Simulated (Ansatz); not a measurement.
# CH7AlSi2: ladder of methods at one geometry, by script

A script is to give a ladder of methods at one geometry; the system is CH7AlSi2. SMILES: [AlH2][SiH]1C[SiH2]1.

All numbers are computed with the Python package of Ansatz 0.2.0. The levels of theory stand in the script.

## 1. The system

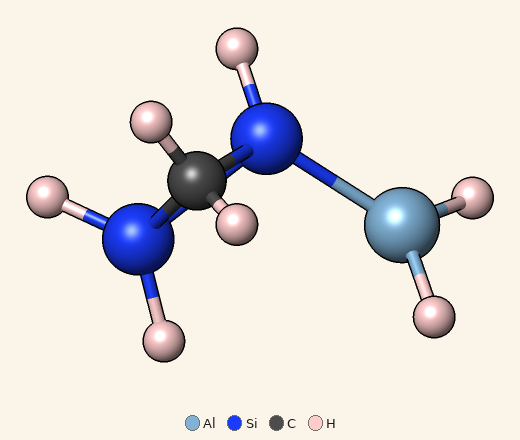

The starting structure, viewed from a chosen angle; aluminium light blue, silicon blue, carbon dark grey, hydrogen pink.

No structure file is read: the coordinates are typed or built in the script.

## 2. The code

methods.py reads:

```python
"""CH7AlSi2 at several levels of theory."""

import ansatz
from ase import Atoms

atoms = Atoms(["Al", "Si", "C", "Si", "H", "H", "H", "H", "H", "H", "H"], positions=[
    (-1.539, 1.6558, 0.0581),
    (-0.0575, 0.1519, 0.9533),
    (1.404, -0.206, -0.088),
    (0.3231, -1.5291, -0.5456),
    (-2.8992, 2.09, 0.8453),
    (-1.3135, 2.3533, -1.3934),
    (-0.0883, -0.4173, 2.3102),
    (2.3463, -0.5482, 0.5056),
    (1.6229, 0.5534, -0.8346),
    (-0.3378, -1.3202, -1.848),
    (0.6042, -2.8408, 0.0577),
])
system = ansatz.Crystal.molecule_from_ase(atoms)

base = system.calculation()
base = base.basis(gaussian="def2-SVP").accuracy("medium")

methods = ["mp2", "ccsd", "ccsd_t"]
reports = [base.correlation(m).run(threads=1, pin="off").report for m in methods]
print(f"Hartree-Fock reference {reports[0]['reference_energy_ev'] / 27.211386246:.6f} Ha")
best = reports[-1]["free_energy_ev"] - reports[-1]["reference_energy_ev"]
for method, each in zip(methods, reports):
    gained = each["free_energy_ev"] - each["reference_energy_ev"]
    print(f"{method:8s} total {each['free_energy_ev'] / 27.211386246:.6f} Ha  correlation {gained:9.4f} eV  ({100 * gained / best:.1f} % of the last)")
```

## 3. The input behind the calls

The engine receives this input (first run):

```yaml
crystal:
  periodic: [false, false, false]
  atoms:
    - { symbol: Al, position_ang: [-1.539, 1.6558, 0.0581] }
    - { symbol: Si, position_ang: [-0.0575, 0.1519, 0.9533] }
    - { symbol: C, position_ang: [1.404, -0.206, -0.088] }
    - { symbol: Si, position_ang: [0.3231, -1.5291, -0.5456] }
    - { symbol: H, position_ang: [-2.8992, 2.09, 0.8453] }
    - { symbol: H, position_ang: [-1.3135, 2.3533, -1.3934] }
    - { symbol: H, position_ang: [-0.0883, -0.4173, 2.3102] }
    - { symbol: H, position_ang: [2.3463, -0.5482, 0.5056] }
    - { symbol: H, position_ang: [1.6229, 0.5534, -0.8346] }
    - { symbol: H, position_ang: [-0.3378, -1.3202, -1.848] }
    - { symbol: H, position_ang: [0.6042, -2.8408, 0.0577] }
accuracy: medium
basis:
  gaussian:
    orbitals: def2-SVP
correlation:
  method: mp2
```

## 4. The run

Run with:

```sh
$ python methods.py
```

The log of the run:

```text
Hartree-Fock reference -861.353557 Ha
mp2      total -861.761235 Ha  correlation  -11.0935 eV  (84.1 % of the last)
ccsd     total -861.822163 Ha  correlation  -12.7514 eV  (96.7 % of the last)
ccsd_t   total -861.838225 Ha  correlation  -13.1885 eV  (100.0 % of the last)
```

Wall time 16 s (1 thread of Arm Neoverse V1, shared host); peak memory 0.44 GiB.

## 5. Inputs of later runs

The engine's inputs for the other runs:

Run 2, against run 1:

```diff
@@ -20 +20 @@
-  method: mp2
+  method: ccsd
```

Run 3, against run 1:

```diff
@@ -20 +20 @@
-  method: mp2
+  method: ccsd_t
```

Lines on the test bed's own set-up are left out of the output.

## 6. The runs side by side

One row for each of the 3 runs:

```tsv
run	method	energy (eV)	iterations in all	CPU time (s)
1	mp2	-23449.7178	11	1.7
2	ccsd	-23451.3758	17	5.5
3	ccsd_t	-23451.8128	17	8.3
```

Correlation energies (total less mean field):

```tsv
method	correlation (eV)	share of the last	miss against the last (eV)	CPU time (s)
mp2	-11.093	84.1 %	+2.095	1.7
ccsd	-12.751	96.7 %	+0.437	5.5
ccsd_t	-13.188	100.0 %	+0.000	8.3
```

## 7. Summary of results

| quantity | value |
| --- | --- |
| runs compared | 3 |
| correlation energy, last run | -13.188 eV |

In words: mp2 catches 84 % of the correlation energy of ccsd_t. In CPU time, run 3 (ccsd_t) cost about 4.9 times as much as run 1 (mp2). Notes:
- The geometry is a force-field or estimated start, not a minimum of this method, and the basis set is short of its limit. A lower total doesn't mark the better method: functionals have no common bound, and MP2 and coupled cluster aren't variational.
- Inner cores stay frozen, so this is valence correlation.
